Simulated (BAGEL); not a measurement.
**doublet GeH3SF+ at 5 levels**

Aim: a comparison of 5 runs (UHF/STO-3G, ROHF/6-31G*, UHF/6-31G*, ROHF/aug-cc-pVDZ, UHF/aug-cc-pVDZ) of doublet GeH3SF+. 

The calculation is run with BAGEL 1.2.2.

## (1) The molecule

The species is GeH3SF+ (6 atoms), meant as a doublet with charge +1. SMILES of the parent species: `[F][GeH2][SH]`. Geometry: relaxed at PBE0-D4/def2-TZVP. This is one conformer, not always the lowest. That shape belongs to the parent species and isn't relaxed for this state.

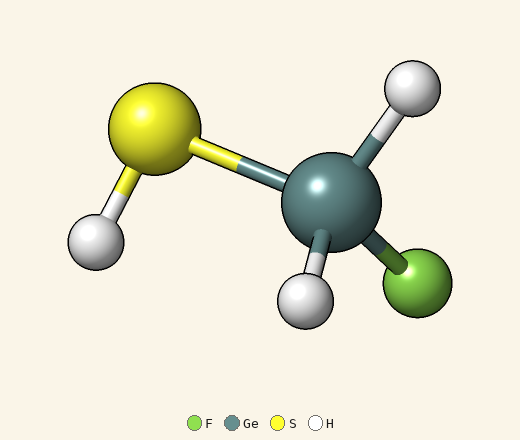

The structure, seen from a chosen angle (fluorine green, germanium teal, sulfur yellow, hydrogen white).

## (2) The energy at UHF/STO-3G (density fitting with qzvpp-jkfit) (run 1)

Contents of input.json:

```json
{ "bagel": [

{
  "title": "molecule",
  "basis": "sto-3g",
  "df_basis": "qzvpp-jkfit",
  "angstrom": true,
  "geometry": [
    { "atom": "F", "xyz": [   -1.827000,    0.202700,    0.284700 ] },
    { "atom": "Ge", "xyz": [   -0.256800,    0.103100,   -0.460100 ] },
    { "atom": "S", "xyz": [    1.293400,    0.470100,    1.056800 ] },
    { "atom": "H", "xyz": [   -0.176000,   -1.316500,   -1.029800 ] },
    { "atom": "H", "xyz": [   -0.189800,    1.236800,   -1.485200 ] },
    { "atom": "H", "xyz": [    1.198400,   -0.760300,    1.587300 ] }
  ]
},
{ "title": "uhf", "charge": 1, "nopen": 1 },
{ "title": "print", "file": "orbitals.molden", "orbitals": true }

]}
```

The run is started by

```
$ BAGEL_NUM_THREADS=1 BAGEL input.json > input.out
```

Output:

```text
* using 1 threads per process

  ===============================================================
  ===============================================================

  *** Geometry ***

  { "atom" : "F", "xyz" : [     -3.452530,      0.383047,      0.538005 ] },
  { "atom" : "Ge", "xyz" : [     -0.485282,      0.194831,     -0.869463 ] },
  { "atom" : "S", "xyz" : [      2.444172,      0.888360,      1.997063 ] },
  { "atom" : "H", "xyz" : [     -0.332592,     -2.487824,     -1.946040 ] },
  { "atom" : "H", "xyz" : [     -0.358670,      2.337213,     -2.806621 ] },
  { "atom" : "H", "xyz" : [      2.264648,     -1.436759,      2.999562 ] },

  Number of auxiliary basis functions:      525

  Since a DF basis is specified, we compute 2- and 3-index integrals:
    o Being stored without compression. Storage requirement is 0.005 GB

  Number of basis functions:       35
  Number of electrons      :       60

    * METHOD: MOLECULE                             0.16

  *** Open-shell HF ***

  === Nuclear Repulsion ===
   280.1974620912

      * DIIS with orbital gradients will be used.

  === UHF iteration (sto-3g) ===
      0      -2544.42279526          0.02359100           0.05
      1      -2544.50950785          0.00622015           0.05
      2      -2544.51600000          0.00205805           0.05
      3      -2544.51681029          0.00075752           0.05
      4      -2544.51708455          0.00015809           0.04
      5      -2544.51712563          0.00010471           0.05
      6      -2544.51715437          0.00005998           0.05
      7      -2544.51716204          0.00001600           0.05
      8      -2544.51716302          0.00000656           0.05
      9      -2544.51716401          0.00000227           0.05
     10      -2544.51716430          0.00000070           0.05
     11      -2544.51716433          0.00000039           0.05
     12      -2544.51716434          0.00000025           0.05
     13      -2544.51716434          0.00000011           0.05
     14      -2544.51716434          0.00000004           0.05
     15      -2544.51716434          0.00000003           0.05
     16      -2544.51716434          0.00000002           0.05
     17      -2544.51716434          0.00000001           0.05
     18      -2544.51716434          0.00000001           0.05
    * SCF iteration converged.

    * S^2 (UHF) is 0.7580

    * Permanent dipole moment:
           (   -1.718367,     0.358001,    -0.783069) a.u.

    * METHOD: UHF                                  1.04

    * METHOD: PRINT                                0.00

  ===============================================================
```

Run time: 1.4 s. Hardware: 1 thread of Intel Xeon 6975P-C (Granite Rapids), shared host.

## (3) The energy at ROHF/6-31G(d) (density fitting with qzvpp-jkfit, spherical functions) (run 2)

Contents of input.json:

```json
{ "bagel" : [

{
  "title" : "molecule",
  "basis" : "6-31gs.json",
  "df_basis" : "qzvpp-jkfit",
  "angstrom" : true,
  "geometry" : [
    { "atom" : "F", "xyz" : [      -1.827000,       0.202700,       0.284700 ] },
    { "atom" : "Ge", "xyz" : [      -0.256800,       0.103100,      -0.460100 ] },
    { "atom" : "S", "xyz" : [       1.293400,       0.470100,       1.056800 ] },
    { "atom" : "H", "xyz" : [      -0.176000,      -1.316500,      -1.029800 ] },
    { "atom" : "H", "xyz" : [      -0.189800,       1.236800,      -1.485200 ] },
    { "atom" : "H", "xyz" : [       1.198400,      -0.760300,       1.587300 ] }
  ]
},

{
  "title" : "rohf",
  "charge" : 1,
  "nopen" : 1
},

{
  "title" : "print",
  "file" : "orbitals.molden",
  "orbitals" : true
}

]}
```

The basis set 6-31G* is read from a file made from the Basis Set Exchange's data (not shown).

The run is started by

```
$ BAGEL_NUM_THREADS=1 BAGEL input.json > input.out
```

Output:

```text
* using 1 threads per process

  ===============================================================
  ===============================================================

  *** Geometry ***

  { "atom" : "F", "xyz" : [     -3.452530,      0.383047,      0.538005 ] },
  { "atom" : "Ge", "xyz" : [     -0.485282,      0.194831,     -0.869463 ] },
  { "atom" : "S", "xyz" : [      2.444172,      0.888360,      1.997063 ] },
  { "atom" : "H", "xyz" : [     -0.332592,     -2.487824,     -1.946040 ] },
  { "atom" : "H", "xyz" : [     -0.358670,      2.337213,     -2.806621 ] },
  { "atom" : "H", "xyz" : [      2.264648,     -1.436759,      2.999562 ] },

  Number of auxiliary basis functions:      525

  Since a DF basis is specified, we compute 2- and 3-index integrals:
    o Being stored without compression. Storage requirement is 0.021 GB

  Number of basis functions:       70
  Number of electrons      :       60

    * METHOD: MOLECULE                             0.22

  *** Open-shell HF ***

  === Nuclear Repulsion ===
   280.1974620912

      * DIIS with orbital gradients will be used.

  === ROHF iteration (6-31gs.json) ===
      0      -2573.27665395          0.03934182           0.12
      1      -2573.39711165          0.02846437           0.12
      2      -2573.43949162          0.01924072           0.14
      3      -2573.47358433          0.00112571           0.14
      4      -2573.47403798          0.00049473           0.12
      5      -2573.47415773          0.00027200           0.11
      6      -2573.47423099          0.00020087           0.11
      7      -2573.47430281          0.00013926           0.12
      8      -2573.47435656          0.00006993           0.12
      9      -2573.47436958          0.00002921           0.12
     10      -2573.47437076          0.00001484           0.11
     11      -2573.47437083          0.00000850           0.12
     12      -2573.47437088          0.00000361           0.11
     13      -2573.47437089          0.00000161           0.12
     14      -2573.47437090          0.00000088           0.13
     15      -2573.47437090          0.00000050           0.14
     16      -2573.47437090          0.00000028           0.12
     17      -2573.47437090          0.00000017           0.12
     18      -2573.47437090          0.00000013           0.13
     19      -2573.47437090          0.00000009           0.13
     20      -2573.47437090          0.00000006           0.12
     21      -2573.47437090          0.00000003           0.14
     22      -2573.47437090          0.00000001           0.13
     23      -2573.47437090          0.00000001           0.13
    * SCF iteration converged.

    * S^2 (ROHF) is 0.7500

    * Permanent dipole moment:
           (   -2.204796,     0.334613,    -0.596398) a.u.

    * METHOD: ROHF                                 3.17

    * METHOD: PRINT                                0.01

  ===============================================================
```

It took 3.6 s on 1 thread of Intel Xeon 6975P-C (Granite Rapids), shared host.

Runs 3 to 4 aren't shown in full; the table further down has their settings and results.

## (4) The energy at UHF/aug-cc-pVDZ (density fitting with qzvpp-jkfit) (run 5)

Contents of hf.json:

```json
{ "bagel": [

{
  "title": "molecule",
  "basis": "aug-cc-pvdz.json",
  "df_basis": "qzvpp-jkfit",
  "angstrom": true,
  "geometry": [
    { "atom": "F", "xyz": [      -1.827000,       0.202700,       0.284700 ] },
    { "atom": "Ge", "xyz": [      -0.256800,       0.103100,      -0.460100 ] },
    { "atom": "S", "xyz": [       1.293400,       0.470100,       1.056800 ] },
    { "atom": "H", "xyz": [      -0.176000,      -1.316500,      -1.029800 ] },
    { "atom": "H", "xyz": [      -0.189800,       1.236800,      -1.485200 ] },
    { "atom": "H", "xyz": [       1.198400,      -0.760300,       1.587300 ] }
  ]
},

{
  "title": "uhf",
  "charge": 1,
  "nopen": 1
},

{
  "title": "print",
  "file": "orbitals.molden",
  "orbitals": true
}

]}
```

The basis set aug-cc-pVDZ is read from a file made from the Basis Set Exchange's data (not shown).

The run is started by

```
$ BAGEL_NUM_THREADS=1 BAGEL hf.json > hf.out
```

Output:

```text
* using 1 threads per process

  ===============================================================
  ===============================================================

  *** Geometry ***

  { "atom" : "F", "xyz" : [     -3.452530,      0.383047,      0.538005 ] },
  { "atom" : "Ge", "xyz" : [     -0.485282,      0.194831,     -0.869463 ] },
  { "atom" : "S", "xyz" : [      2.444172,      0.888360,      1.997063 ] },
  { "atom" : "H", "xyz" : [     -0.332592,     -2.487824,     -1.946040 ] },
  { "atom" : "H", "xyz" : [     -0.358670,      2.337213,     -2.806621 ] },
  { "atom" : "H", "xyz" : [      2.264648,     -1.436759,      2.999562 ] },

  Number of auxiliary basis functions:      525

  Since a DF basis is specified, we compute 2- and 3-index integrals:
    o Being stored without compression. Storage requirement is 0.054 GB

  Number of basis functions:      113
  Number of electrons      :       60

    * METHOD: MOLECULE                             0.28

  *** Open-shell HF ***

  === Nuclear Repulsion ===
   280.1974620912

      * DIIS with orbital gradients will be used.

  === UHF iteration (aug-cc-pvdz.json) ===
      0      -2573.46865622          0.03194785           0.22
      1      -2573.62041588          0.02522933           0.22
      2      -2573.70705030          0.01502177           0.23
      3      -2573.77352960          0.00303582           0.23
      4      -2573.78275960          0.00142834           0.22
      5      -2573.78578174          0.00071917           0.22
      6      -2573.78670388          0.00048197           0.22
      7      -2573.78718885          0.00037025           0.22
      8      -2573.78771704          0.00018856           0.24
      9      -2573.78781792          0.00009862           0.21
     10      -2573.78784090          0.00006489           0.22
     11      -2573.78785169          0.00003277           0.22
     12      -2573.78785515          0.00001455           0.22
     13      -2573.78785569          0.00000540           0.21
     14      -2573.78785574          0.00000309           0.22
     15      -2573.78785577          0.00000186           0.21
     16      -2573.78785578          0.00000114           0.22
     17      -2573.78785578          0.00000078           0.22
     18      -2573.78785579          0.00000048           0.22
     19      -2573.78785579          0.00000032           0.22
     20      -2573.78785579          0.00000017           0.21
     21      -2573.78785579          0.00000008           0.30
     22      -2573.78785579          0.00000005           0.22
     23      -2573.78785579          0.00000003           0.21
     24      -2573.78785579          0.00000001           0.23
     25      -2573.78785579          0.00000001           0.22
    * SCF iteration converged.

    * S^2 (UHF) is 0.7621

    * Permanent dipole moment:
           (   -2.235180,     0.277311,    -0.612392) a.u.

    * METHOD: UHF                                  6.02

    * METHOD: PRINT                                0.01

  ===============================================================
```

Run time: 6.6 s. Hardware: 1 thread of Intel Xeon 6975P-C (Granite Rapids), shared host; peak memory 0.18 GiB.

## (5) Overview of the runs

```csv
run,level,energy (Eh),⟨S²⟩,wall time
1,UHF/STO-3G (density fitting with qzvpp-jkfit),-2544.517164,0.758,1.4 s
2,"ROHF/6-31G* (density fitting with qzvpp-jkfit, spherical functions)",-2573.474371,0.750,3.6 s
3,"UHF/6-31G* (density fitting with qzvpp-jkfit, spherical functions)",-2573.478965,0.760,3.6 s
4,ROHF/aug-cc-pVDZ (density fitting with qzvpp-jkfit),-2573.782937,0.750,6 s
5,UHF/aug-cc-pVDZ (density fitting with qzvpp-jkfit),-2573.787856,0.762,6.6 s
```

## (6) What came out

```
           quantity           value
run 5: total energy  -2573.78786 Eh
        run 5: ⟨S²⟩           0.762
```

In words: In run 1 the basis is minimal, so the values are rough. All runs together took 21 s, the longest 6.6 s.
